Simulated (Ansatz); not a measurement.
**Al3BP4: what a guessed cell relaxes into**

The task: take a trial cell of Al3BP4 to zero force and stress.

Program: Ansatz 0.2.0. Level of theory: DFT PBE, scalar-relativistic, plane waves, PAW. These are calculated values, not measurements.

## Step 1: The starting structure

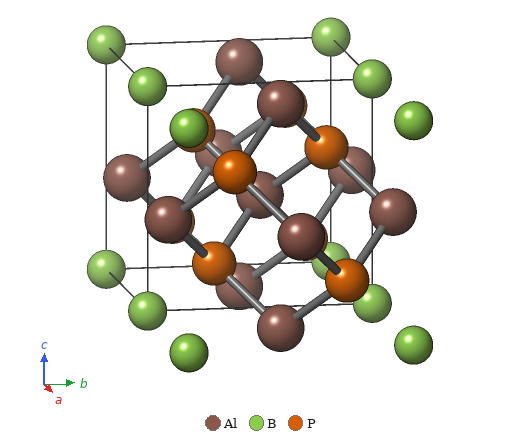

The starting structure, seen slightly off an axis (aluminium brown, boron green, phosphorus orange). 2×1×1 cells are drawn. Atoms on the faces are drawn again on the opposite ones.

Structure file:

```xyz
8
Lattice="5.1263 0.0000 0.0000 0.0000 5.1263 0.0000 0.0000 0.0000 5.1263" Properties=species:S:1:pos:R:3 pbc="T T T"
Al    2.5631    0.0000    2.5631
Al    2.5631    2.5631    0.0000
Al    0.0000    2.5631    2.5631
B     0.0000    0.0000    0.0000
P     1.2816    3.8447    3.8447
P     1.2816    1.2816    1.2816
P     3.8447    3.8447    1.2816
P     3.8447    1.2816    3.8447
```

The start is an ordering of an alloy on its end members' structure types: elements ordered on the sites of the AlP type, B/Al on Al (P-43m, No. 215).

## Step 2: Probe: one point on a coarse mesh

Input file input.yaml:

```yaml
crystal:
  lattice:
    - [5.12625311, 0.0, 0.0]
    - [0.0, 5.12625311, 0.0]
    - [0.0, 0.0, 5.12625311]
  atoms:
    - { symbol: Al, position: [0.5, 0.0, 0.5] }
    - { symbol: Al, position: [0.5, 0.5, 0.0] }
    - { symbol: Al, position: [0.0, 0.5, 0.5] }
    - { symbol: B, position: [0.0, 0.0, 0.0] }
    - { symbol: P, position: [0.25, 0.75, 0.75] }
    - { symbol: P, position: [0.25, 0.25, 0.25] }
    - { symbol: P, position: [0.75, 0.75, 0.25] }
    - { symbol: P, position: [0.75, 0.25, 0.75] }
basis:
  ecutwfc: 420
kpoints:
  mp_grid: { grid: [4, 4, 4] }
hamiltonian:
  xc: pbe
scf:
  occupations: { method: gaussian, width: 0.1 }
  lower_state_search: "off"
output:
  forces: true
  stress: true
  eigenvalues: true
```

Run with:

```sh
ansatz run input.yaml --threads 1 --pin off --max-ram 2560MiB --backend cpu --events-out ev --progress --plain --runs-dir out
```

The program printed (excerpt; [...] marks lines left out):

```text
Warning: RAYON_NUM_THREADS=1 ignored (pool sized by the plan → 1); use --threads N
[...]
Pseudopotentials: kind: paw
Pseudopotential: Al, paw, valence charge 3, recommended cutoff 420 eV (normal), Al.paw.azcp
Pseudopotential: B, paw, valence charge 3, recommended cutoff 420 eV (normal), B.paw.azcp
Pseudopotential: P, paw, valence charge 5, recommended cutoff 420 eV (normal), P.paw.azcp
Functional definition: PBE
[...]
Crystal: 8 atoms, lattice volume = 134.710 Å³
Basis set: ecut = 420 eV, 2601 PW (Γ), exchange–correlation on 72×72×72 points (8 copies of the dense FFT grid, shifted against one another)
Bands: 24, of which v1, the nominal top of the filled ones, is band 16 counted from 1 (15 counted from 0)
Symmetry: 24 space group operations
[...]
E sigma→0 (E₀):  -4792.583170 eV
Fermi energy:    6.960902 eV
[...]
--- Forces (eV/Å), atoms counted from 1 ---
  atom   1  Al    -0.00000000     0.00000000    -0.00000000
  atom   2  Al    -0.00000000     0.00000000    -0.00000000
  atom   3  Al    -0.00000000    -0.00000000     0.00000000
  atom   4  B     -0.00000000     0.00000000     0.00000000
  atom   5  P     -1.85668450     1.85668450     1.85668450
  atom   6  P     -1.85668450    -1.85668450    -1.85668450
  atom   7  P      1.85668450     1.85668450    -1.85668450
  atom   8  P      1.85668450    -1.85668450     1.85668450
[...]
--- Stress (GPa, compression-positive) ---
       14.310330       0.000000       0.000000
       -0.000000      14.310330      -0.000000
        0.000000      -0.000000      14.310330
  P = ⅓ Tr σ = 14.3103 GPa (143.103 kbar)
--- Band table (eV; the first three rows and the last of 10) ---
[... band rows left out ...]
[...]
```

It took 3.9 s on 1 thread of Arm Neoverse V1, shared host; peak memory 0.31 GiB.

Read-out: pressure 14.3 GPa, largest force 3.22 eV/Å, gap on this mesh 0.93 eV. A guess like this is first relaxed loosely on the coarse mesh.

## Step 3: Rough relaxation on the coarse mesh

Changes to input.yaml since step 2:

```diff
@@ -27 +27,6 @@
   eigenvalues: true
+relax:
+  adjacent_minimum: "off"
+  f_tol: 0.04
+  max_steps: 70
+  cell: { stress_tol: 0.4 }
```

Run with:

```sh
ansatz run input.yaml --threads 1 --pin off --max-ram 2560MiB --backend cpu --events-out ev --progress --plain --runs-dir out
```

The program printed:

```text
Warning: RAYON_NUM_THREADS=1 ignored (pool sized by the plan → 1); use --threads N
Engine: ansatz 0.2.0, aarch64-unknown-linux-gnu
[... 5 set-up lines as earlier in the session ...]
  parameter kappa = 0.804
  parameter beta = 0.06672455060314922
  exchange = pbe_x(kappa = kappa, mu = beta*pi^2/3)
  correlation = pbe_c(beta = beta)
Crystal: 8 atoms, lattice volume = 134.710 Å³
Basis set: ecut = 420 eV, 2601 PW (Γ), exchange–correlation on 72×72×72 points (8 copies of the dense FFT grid, shifted against one another)
Bands: 24, of which v1, the nominal top of the filled ones, is band 16 counted from 1 (15 counted from 0)
[... 1 set-up line as earlier in the session ...]
Space group: P-43m (ITA 215), of the structure as read, at distance tolerance 5.1e-5 Å
k-points: 10 of 64 (time reversal used)
Non-local potential: Al, projectors of the file, l = 0: 2, l = 1: 2, l = 2: 1
Non-local potential: B, projectors of the file, l = 0: 2, l = 1: 2, l = 2: 1
Non-local potential: P, projectors of the file, l = 0: 2, l = 1: 2, l = 2: 2
PAW form: soft (Blöchl's): semilocal exchange-correlation on the pseudo side does not see the compensation charge
PAW one-centre angular grid: Al, 110 points (default); XC on 64 Gauss nodes
PAW one-centre angular grid: B, 110 points (default); XC on 64 Gauss nodes
PAW one-centre angular grid: P, 110 points (default); XC on 64 Gauss nodes
Initial density: superposition of atomic densities (neutral atoms: chi_scale 0, normalization atom), corrected by the library's trained network
Initial wavefunctions: pseudopotential atomic-orbital guess
Functional: x = pbe(κ = 0.804, μ = 0.2195149727645171), c = pbe(β = 0.06672455060314922)
SCF iter   1: F=—  HF=-4792.582219 eV  |F-HF|=—  |Δ(HF+E_count)|=         —  Δρ=1.04e-3  dr2=2.23e-3  ethr=1.77e-3  ⟨swp⟩=9.1  Hψ=1619  notcnv=0
preconditioner: auto → Resta (q_TF=auto, 2.147 Å⁻¹)  ε∞=5.1  [insulator: Δε(μ)=0.926 eV  Ē_g=8.982 eV  σ=0.100 eV  W_gap=1.00  n_scr=26 (ndim 8)  ℏωp=18.1 eV  f_vac=0.000  D(μ)=0.00/eV (n_scr^D=0)  ε∞_Penn≈5.1]
SCF iter   2: F=—  HF=-4792.582910 eV  |F-HF|=—  |Δ(HF+E_count)|=   6.91e-4  Δρ=6.09e-4  dr2=9.52e-4  ethr=6.97e-6  ⟨swp⟩=3.0  Hψ=516  notcnv=0  defer=1
SCF iter   3: F=—  HF=-4792.583112 eV  |F-HF|=—  |Δ(HF+E_count)|=   2.02e-4  Δρ=3.54e-4  dr2=4.88e-4  ethr=2.97e-6  ⟨swp⟩=2.1  Hψ=329  notcnv=0  defer=1
SCF iter   4: F=—  HF=-4792.583010 eV  |F-HF|=—  |Δ(HF+E_count)|=   1.02e-4  Δρ=1.15e-4  dr2=3.52e-5  ethr=1.52e-6  ⟨swp⟩=2.1  Hψ=283  notcnv=0  defer=1
SCF iter   5: F=—  HF=-4792.583169 eV  |F-HF|=—  |Δ(HF+E_count)|=   1.58e-4  Δρ=2.93e-5  dr2=2.00e-6  ethr=1.10e-7  ⟨swp⟩=2.1  Hψ=324  notcnv=0  defer=1
SCF iter   6: F=—  HF=-4792.583170 eV  |F-HF|=—  |Δ(HF+E_count)|=   1.60e-6  Δρ=8.18e-6  dr2=1.59e-7  ethr=6.24e-9  ⟨swp⟩=2.3  Hψ=367  notcnv=0  defer=1
SCF iter   7: F=-4792.583170 eV  HF=-4792.583170 eV  |F-HF|=2.74e-9  |Δ(HF+E_count)|=   4.62e-8  Δρ=1.26e-6  dr2=4.61e-9  ethr=3.13e-10  ⟨swp⟩=10.1  Hψ=1201  notcnv=0
SCF 1 converged in 7 iterations: F = -4792.583170 eV  dr2 = 4.61e-9
relax step   1: F+E_penalty+E_count = -4792.58317027 eV  Δ(F+E_penalty+E_count) = +0.000e0 eV  max|allowed force component| = 1.857e0 eV/Å  Δτ_max = 0.0000 Å  P = +14.310 GPa  Ω = 134.710 Å³  (7 SCF iters, dr2 threshold 1.00e-7 eV, accepted)
Crystal: 8 atoms, lattice volume = 142.675 Å³
Basis set: ecut = 420 eV, 2801 PW (Γ), exchange–correlation on 72×72×72 points (8 copies of the dense FFT grid, shifted against one another)
Initial density: handed on by an earlier stage of this run
Initial wavefunctions: those handed on with the density
iter 1 solved again at ethr=2.06e-3 eV; its pass at ethr=3.10e-3 eV (dr2=6.58e-1 eV) is discarded
SCF iter   1: F=—  HF=-4794.482063 eV  |F-HF|=—  |Δ(HF+E_count)|=         —  Δρ=1.54e-2  dr2=6.85e-1  ethr=2.06e-3  ⟨swp⟩=1.2  Hψ=1792  notcnv=0
preconditioner: auto → Resta (q_TF=auto, 2.127 Å⁻¹)  ε∞=5.0  [insulator: Δε(μ)=1.115 eV  Ē_g=8.820 eV  σ=0.100 eV  W_gap=1.00  n_scr=26 (ndim 8)  ℏωp=17.6 eV  f_vac=0.000  D(μ)=0.00/eV (n_scr^D=0)  ε∞_Penn≈5.0]
SCF iter   2: F=—  HF=-4794.343404 eV  |F-HF|=—  |Δ(HF+E_count)|=   1.39e-1  Δρ=5.89e-3  dr2=4.82e-2  ethr=2.06e-3  ⟨swp⟩=3.2  Hψ=463  notcnv=0
SCF iter   3: F=—  HF=-4794.337208 eV  |F-HF|=—  |Δ(HF+E_count)|=   6.20e-3  Δρ=2.34e-3  dr2=6.67e-3  ethr=1.51e-4  ⟨swp⟩=2.1  Hψ=349  notcnv=0
SCF iter   4: F=—  HF=-4794.337895 eV  |F-HF|=—  |Δ(HF+E_count)|=   6.87e-4  Δρ=3.86e-4  dr2=3.27e-4  ethr=2.08e-5  ⟨swp⟩=2.3  Hψ=395  notcnv=0
SCF iter   5: F=—  HF=-4794.338143 eV  |F-HF|=—  |Δ(HF+E_count)|=   2.48e-4  Δρ=9.43e-5  dr2=1.40e-5  ethr=1.02e-6  ⟨swp⟩=2.2  Hψ=377  notcnv=0
SCF iter   6: F=-4794.338162 eV  HF=-4794.338162 eV  |F-HF|=4.94e-7  |Δ(HF+E_count)|=   1.94e-5  Δρ=2.02e-5  dr2=7.14e-7  ethr=2.50e-9  ⟨swp⟩=8.0  Hψ=1508  notcnv=0
SCF 2 converged in 6 iterations: F = -4794.338162 eV  dr2 = 7.14e-7
relax step   2: F+E_penalty+E_count = -4794.33816248 eV  Δ(F+E_penalty+E_count) = -1.755e0 eV  max|allowed force component| = 5.057e-1 eV/Å  Δτ_max = 0.1601 Å  P = +3.460 GPa  Ω = 142.675 Å³  energy of the carried Pulay correction = -2.308e-3 eV  (6 SCF iters, dr2 threshold 8.00e-7 eV, accepted)
Crystal: 8 atoms, lattice volume = 145.068 Å³
Basis set: ecut = 420 eV, 2897 PW (Γ), exchange–correlation on 72×72×72 points (8 copies of the dense FFT grid, shifted against one another)
iter 1 solved again at ethr=3.77e-4 eV; its pass at ethr=3.10e-3 eV (dr2=1.20e-1 eV) is discarded
SCF iter   1: F=—  HF=-4794.493876 eV  |F-HF|=—  |Δ(HF+E_count)|=         —  Δρ=6.45e-3  dr2=1.26e-1  ethr=3.77e-4  ⟨swp⟩=1.5  Hψ=1654  notcnv=0
preconditioner: auto → Resta (q_TF=auto, 2.121 Å⁻¹)  ε∞=5.0  [insulator: Δε(μ)=1.028 eV  Ē_g=8.737 eV  σ=0.100 eV  W_gap=1.00  n_scr=26 (ndim 8)  ℏωp=17.4 eV  f_vac=0.000  D(μ)=0.00/eV (n_scr^D=0)  ε∞_Penn≈5.0]
SCF iter   2: F=—  HF=-4794.468169 eV  |F-HF|=—  |Δ(HF+E_count)|=   2.57e-2  Δρ=2.30e-3  dr2=7.55e-3  ethr=3.77e-4  ⟨swp⟩=2.1  Hψ=394  notcnv=0
SCF iter   3: F=—  HF=-4794.467267 eV  |F-HF|=—  |Δ(HF+E_count)|=   9.02e-4  Δρ=9.09e-4  dr2=9.72e-4  ethr=2.36e-5  ⟨swp⟩=2.2  Hψ=339  notcnv=0
SCF iter   4: F=—  HF=-4794.467348 eV  |F-HF|=—  |Δ(HF+E_count)|=   8.08e-5  Δρ=1.35e-4  dr2=3.66e-5  ethr=3.04e-6  ⟨swp⟩=2.4  Hψ=407  notcnv=0
SCF iter   5: F=—  HF=-4794.467472 eV  |F-HF|=—  |Δ(HF+E_count)|=   1.24e-4  Δρ=4.06e-5  dr2=2.27e-6  ethr=1.15e-7  ⟨swp⟩=2.3  Hψ=371  notcnv=0
SCF iter   6: F=-4794.467475 eV  HF=-4794.467475 eV  |F-HF|=2.97e-9  |Δ(HF+E_count)|=   2.61e-6  Δρ=7.77e-6  dr2=1.24e-7  ethr=2.50e-9  ⟨swp⟩=9.1  Hψ=1324  notcnv=0
SCF 3 converged in 6 iterations: F = -4794.467475 eV  dr2 = 1.24e-7
relax step   3: F+E_penalty+E_count = -4794.46747493 eV  Δ(F+E_penalty+E_count) = -1.293e-1 eV  max|allowed force component| = 8.747e-2 eV/Å  Δτ_max = 0.0639 Å  P = +1.166 GPa  Ω = 145.068 Å³  energy of the carried Pulay correction = -2.977e-3 eV  (6 SCF iters, dr2 threshold 8.00e-7 eV, accepted)
Crystal: 8 atoms, lattice volume = 146.023 Å³
iter 1 solved again at ethr=7.87e-6 eV; its pass at ethr=3.10e-3 eV (dr2=2.52e-3 eV) is discarded
SCF iter   1: F=—  HF=-4794.475474 eV  |F-HF|=—  |Δ(HF+E_count)|=         —  Δρ=9.30e-4  dr2=2.51e-3  ethr=7.87e-6  ⟨swp⟩=3.6  Hψ=1454  notcnv=0
preconditioner: auto → Resta (q_TF=auto, 2.118 Å⁻¹)  ε∞=5.0  [insulator: Δε(μ)=1.041 eV  Ē_g=8.700 eV  σ=0.100 eV  W_gap=1.00  n_scr=26 (ndim 8)  ℏωp=17.4 eV  f_vac=0.000  D(μ)=0.00/eV (n_scr^D=0)  ε∞_Penn≈5.0]
SCF iter   2: F=—  HF=-4794.474920 eV  |F-HF|=—  |Δ(HF+E_count)|=   5.54e-4  Δρ=3.32e-4  dr2=2.08e-4  ethr=7.85e-6  ⟨swp⟩=2.4  Hψ=312  notcnv=0
SCF iter   3: F=—  HF=-4794.474991 eV  |F-HF|=—  |Δ(HF+E_count)|=   7.15e-5  Δρ=1.15e-4  dr2=2.40e-5  ethr=6.51e-7  ⟨swp⟩=2.3  Hψ=379  notcnv=0
SCF iter   4: F=-4794.474994 eV  HF=-4794.474994 eV  |F-HF|=4.02e-7  |Δ(HF+E_count)|=   2.58e-6  Δρ=1.94e-5  dr2=7.94e-7  ethr=2.50e-9  ⟨swp⟩=7.3  Hψ=1485  notcnv=0
SCF 4 converged in 4 iterations: F = -4794.474994 eV  dr2 = 7.94e-7
relax step   4: F+E_penalty+E_count = -4794.47499429 eV  Δ(F+E_penalty+E_count) = -7.519e-3 eV  max|allowed force component| = 2.955e-2 eV/Å  Δτ_max = 0.0065 Å  P = +0.538 GPa  Ω = 146.023 Å³  energy of the carried Pulay correction = -3.240e-3 eV  (4 SCF iters, dr2 threshold 8.00e-7 eV, accepted)
Crystal: 8 atoms, lattice volume = 146.833 Å³
iter 1 solved again at ethr=3.17e-6 eV; its pass at ethr=3.10e-3 eV (dr2=1.02e-3 eV) is discarded
SCF iter   1: F=—  HF=-4794.476686 eV  |F-HF|=—  |Δ(HF+E_count)|=         —  Δρ=6.01e-4  dr2=1.01e-3  ethr=3.17e-6  ⟨swp⟩=3.2  Hψ=1431  notcnv=0
preconditioner: auto → Resta (q_TF=auto, 2.116 Å⁻¹)  ε∞=5.0  [insulator: Δε(μ)=1.037 eV  Ē_g=8.679 eV  σ=0.100 eV  W_gap=1.00  n_scr=26 (ndim 8)  ℏωp=17.3 eV  f_vac=0.000  D(μ)=0.00/eV (n_scr^D=0)  ε∞_Penn≈5.0]
SCF iter   2: F=—  HF=-4794.476458 eV  |F-HF|=—  |Δ(HF+E_count)|=   2.28e-4  Δρ=2.35e-4  dr2=1.17e-4  ethr=3.17e-6  ⟨swp⟩=2.5  Hψ=344  notcnv=0
SCF iter   3: F=—  HF=-4794.476540 eV  |F-HF|=—  |Δ(HF+E_count)|=   8.25e-5  Δρ=8.04e-5  dr2=1.38e-5  ethr=3.65e-7  ⟨swp⟩=2.0  Hψ=392  notcnv=0
SCF iter   4: F=-4794.476543 eV  HF=-4794.476543 eV  |F-HF|=3.94e-7  |Δ(HF+E_count)|=   2.84e-6  Δρ=1.56e-5  dr2=5.29e-7  ethr=2.26e-9  ⟨swp⟩=6.4  Hψ=1371  notcnv=0
SCF 5 converged in 4 iterations: F = -4794.476543 eV  dr2 = 5.29e-7
relax step   5: F+E_penalty+E_count = -4794.47654345 eV  Δ(F+E_penalty+E_count) = -1.549e-3 eV  max|allowed force component| = 6.901e-4 eV/Å  Δτ_max = 0.0035 Å  P = +0.015 GPa  Ω = 146.833 Å³  energy of the carried Pulay correction = -3.462e-3 eV  (4 SCF iters, dr2 threshold 7.25e-7 eV, accepted)
Initial wavefunctions: pseudopotential atomic-orbital guess (no wavefunctions were taken with the density)
iter 1 solved again at ethr=1.02e-7 eV; its pass at ethr=3.10e-3 eV (dr2=3.26e-5 eV) is discarded
SCF iter   1: F=—  HF=-4794.482007 eV  |F-HF|=—  |Δ(HF+E_count)|=         —  Δρ=9.95e-5  dr2=2.18e-6  ethr=1.02e-7  ⟨swp⟩=4.0  Hψ=2347  notcnv=0
preconditioner: auto → Resta (q_TF=auto, 2.116 Å⁻¹)  ε∞=5.0  [insulator: Δε(μ)=1.036 eV  Ē_g=8.681 eV  σ=0.100 eV  W_gap=1.00  n_scr=26 (ndim 8)  ℏωp=17.3 eV  f_vac=0.000  D(μ)=0.00/eV (n_scr^D=0)  ε∞_Penn≈5.0]
SCF iter   2: F=—  HF=-4794.482123 eV  |F-HF|=—  |Δ(HF+E_count)|=   1.16e-4  Δρ=5.32e-5  dr2=5.69e-7  ethr=6.80e-9  ⟨swp⟩=2.0  Hψ=408  notcnv=0
SCF iter   3: F=—  HF=-4794.482129 eV  |F-HF|=—  |Δ(HF+E_count)|=   6.27e-6  Δρ=8.66e-6  dr2=4.56e-8  ethr=1.78e-9  ⟨swp⟩=2.0  Hψ=400  notcnv=0
SCF iter   4: F=-4794.482129 eV  HF=-4794.482129 eV  |F-HF|=6.93e-9  |Δ(HF+E_count)|=   1.70e-7  Δρ=1.68e-6  dr2=4.66e-9  ethr=1.60e-11  ⟨swp⟩=7.1  Hψ=1354  notcnv=0
SCF 6 converged in 4 iterations: F = -4794.482129 eV  dr2 = 4.66e-9
relax step   6: F+E_penalty+E_count = -4794.48212946 eV  Δ(F+E_penalty+E_count) = -5.586e-3 eV  max|allowed force component| = 4.878e-4 eV/Å  Δτ_max = 0.0000 Å  P = +0.076 GPa  Ω = 146.833 Å³  stress off target by 7.57e-2 GPa  SCF on the basis re-selected at this cell (its energy is not comparable with the rows above)  (4 SCF iters)
basis re-selected at this cell: Δ(F+E_penalty+E_count) = -5.586e-3 eV, ΔP = +0.061 GPa vs the last step (what re-selecting the basis moved, of the pressure what is left beyond the Pulay correction that the steps carried, after the strain that the cell walked since its last selection, with what the two solves' SCF thresholds leave and, on support functions, any second-order correction that the steps lacked; it is no measure of the basis error at this ecutwfc). This SCF's stress stands 7.57e-2 GPa from its target on what of the cell is left free (relax.cell.stress_tol is 4.00e-1 GPa) and its largest allowed force component is 4.88e-4 eV/Å (relax.f_tol is 4.00e-2 eV/Å): within both
SCF converged after 4 iterations
Free energy (F): -4794.482129 eV
Harris-Foulkes:  -4794.482129 eV  (|F-HF|=6.93e-9)
Internal energy: -4794.482129 eV  (E = F + TS)
E sigma→0 (E₀):  -4794.482129 eV
Fermi energy:    6.383162 eV
--- Per-component energies (eV) ---
  E_band       = 28.276340
  E_kinetic    = 397.245370
  E_local      = -351.789250  (includes V_loc(G=0)·N_el)
  E_nonlocal   = 178.916364
  E_hartree    = 108.050046
  E_xc         = -397.396127
  E_vxc        = -368.001783  (∫ρ·V_xc dr)
  E_paw        = -3758.572000  (= ΣΔE_a)
  E_vpaw       = -44.195258  (= ΣTr[D̂ρ^β])
  E_aug_tail   = 0.000003  (compensation charges beyond the density's cutoff)
  E_ewald      = -970.936536
  E_smearing   = -0.000000  (= −TS)
  E_closure    = -0.000000  (closes the sum)
  Σ components = -4794.482129   (vs F -4794.482129, Δ=0.00e0)
--- Forces (eV/Å), atoms counted from 1 ---
  atom   1  Al     0.00000000     0.00000000     0.00000000
  atom   2  Al     0.00000000     0.00000000    -0.00000000
  atom   3  Al     0.00000000     0.00000000     0.00000000
  atom   4  B      0.00000000     0.00000000     0.00000000
  atom   5  P      0.00048782    -0.00048782    -0.00048782
  atom   6  P      0.00048782     0.00048782     0.00048782
  atom   7  P     -0.00048782    -0.00048782     0.00048782
  atom   8  P     -0.00048782     0.00048782    -0.00048782
  max |Σ_I F_I| component: 6.36e-17 eV/Å
--- Stress (GPa, compression-positive) ---
        0.075712      -0.000000       0.000000
       -0.000000       0.075712       0.000000
        0.000000       0.000000       0.075712
  P = ⅓ Tr σ = 0.0757 GPa (0.757 kbar)
--- Band table (eV; the first three rows and the last of 10) ---
  k-point 0: bands = ["-6.6410", "-3.6993", "-3.6993", "-3.6993", "-1.4374", "0.3251", "0.3251", "2.6638", "2.6638", "2.6638", "3.6206", "3.6206", "3.6206", "5.8599", "5.8599", "5.8599", "7.2742", "7.2742", "7.2742", "7.3617", "8.0118", "8.0118", "9.6300", "9.9024"]
  k-point 1: bands = ["-6.4126", "-4.4052", "-3.6633", "-3.6633", "-1.0283", "0.5557", "1.0384", "2.2282", "2.3883", "2.3883", "2.9016", "3.6598", "3.6598", "4.6996", "5.3997", "5.3997", "7.2594", "8.2432", "8.2977", "8.2977", "8.8709", "9.2978", "9.3932", "10.6817"]
  k-point 2: bands = ["-6.0004", "-5.1523", "-3.6260", "-3.6260", "-0.7405", "0.9309", "1.7145", "2.1067", "2.1067", "2.1639", "2.7227", "2.9060", "3.9374", "3.9374", "4.8067", "4.8067", "7.7689", "8.2584", "9.6217", "9.9886", "10.0295", "10.0295", "11.4915", "11.4915"]
  k-point 9: bands = ["-5.2488", "-4.3900", "-4.3900", "-4.3900", "-0.7729", "-0.3183", "-0.3183", "-0.3183", "4.0568", "4.0568", "4.0568", "5.1257", "5.1257", "5.1257", "5.2860", "5.2860", "6.8960", "8.8322", "8.8322", "8.8322", "9.9258", "9.9258", "9.9258", "10.6237"]
--- Relaxed structure (5 steps of the walk, 5 accepted, 1 SCFs on fresh bases) ---
  F+E_penalty+E_count = -4794.48212946 eV   max|allowed force component| = 4.878e-4 eV/Å   (the final SCF, on the basis selected at the relaxed cell)
  cell:  # Å, volume = 146.8334 Å³
    - [5.275637479892069, -5.456801509097167e-34, -4.172831093926124e-34]
    - [-1.3160521286646111e-33, 5.275637479892069, -2.6802507940476143e-33]
    - [-4.172883918000179e-34, -1.187660369554912e-33, 5.275637479892069]
  atoms:
    - { symbol: Al, position: [0.5, 3.2782489106405657e-19, 0.5] }
    - { symbol: Al, position: [0.5, 0.5, -8.565747153609224e-19] }
    - { symbol: Al, position: [-3.1724989457811952e-19, 0.5, 0.5] }
    - { symbol: B, position: [-3.1724989457812044e-19, 3.278248910640567e-19, -8.565747153609222e-19] }
    - { symbol: P, position: [0.22591222537082362, 0.7740877746291766, 0.7740877746291766] }
    - { symbol: P, position: [0.22591222537082362, 0.22591222537082362, 0.22591222537082362] }
    - { symbol: P, position: [0.7740877746291766, 0.7740877746291764, 0.22591222537082362] }
    - { symbol: P, position: [0.7740877746291764, 0.22591222537082362, 0.7740877746291766] }
```

It took 25 s on 1 thread of Arm Neoverse V1, shared host; peak memory 0.33 GiB.

Relaxation path:

```
step  E - E(step 1) (eV/cell)  largest force component (eV/Å)  pressure (GPa)  volume (Å³)
   1                   0.0000                          1.8567           14.31       134.71
   2                  -1.7550                          0.5057            3.46       142.67
   3                  -1.8843                          0.0875            1.17       145.07
   4                  -1.8918                          0.0296            0.54       146.02
   5                  -1.8934                          0.0007            0.01       146.83
   6                  -1.8990                          0.0005            0.08       146.83
```

Step 1 is the start. Step 6 repeats the geometry before it on a plane-wave basis chosen anew for that cell, so its energy need not be comparable with the rows above.

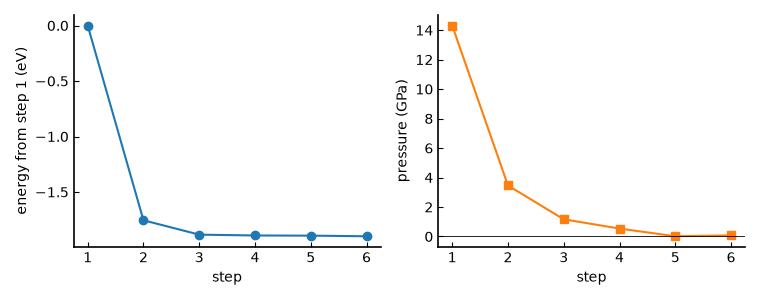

Energy and pressure along the relaxation.

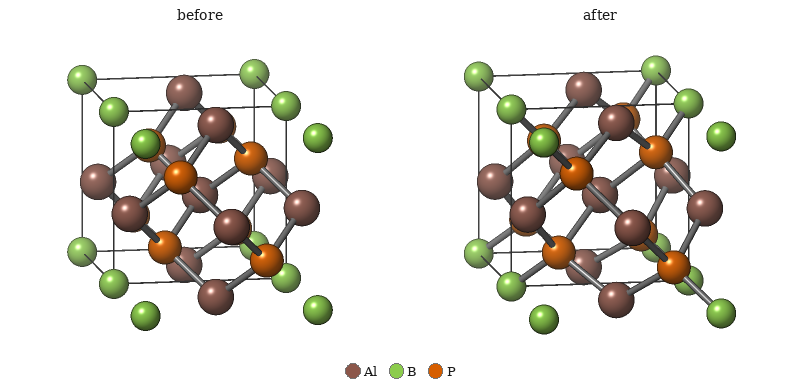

Before and after, at one scale.

|  | before | after | change |
| --- | --- | --- | --- |
| a (Å) | 5.126 | 5.276 | +2.9 % |
| b (Å) | 5.126 | 5.276 | +2.9 % |
| c (Å) | 5.126 | 5.276 | +2.9 % |
| volume (Å³/atom) | 16.84 | 18.35 | +9.0 % |
| shortest distance (Å) | 2.220 | 2.064 | -7.0 % |
| space group (0.01 Å) | P-43m | P-43m | same |

The run keeps the 24 symmetry operations of the start, so it could not have lowered the symmetry.

[end of part 1 of 2]
